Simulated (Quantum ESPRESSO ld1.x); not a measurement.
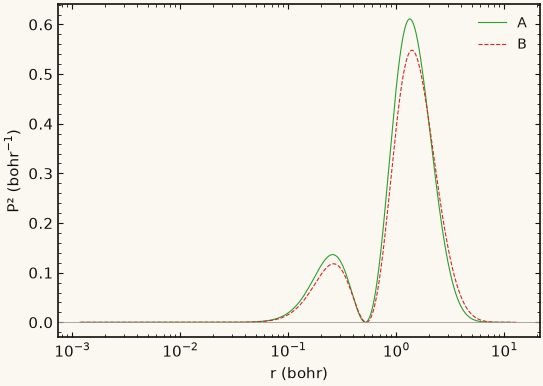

Two nuclei with the same 42 electrons, [Kr] 4d5 5s1 (high spin), were computed: Mo; Z = 42.5 with 42 electrons. The calculation used Quantum ESPRESSO ld1.x 7.5 at this level: scalar-relativistic Kohn-Sham, LDA (Slater exchange, VWN5 correlation), spin-polarised, spherical densities, point nucleus.

The plot shows P² of the 4d up orbital in both runs (large components where relativistic).

Which curve belongs to which run?

A is Z = 42.5 with 42 electrons (⟨r⟩ = 1.80 bohr, eigenvalue −9.62 eV); B is Mo (⟨r⟩ = 1.97 bohr, eigenvalue −4.67 eV). The larger nuclear charge pulls the orbital in.
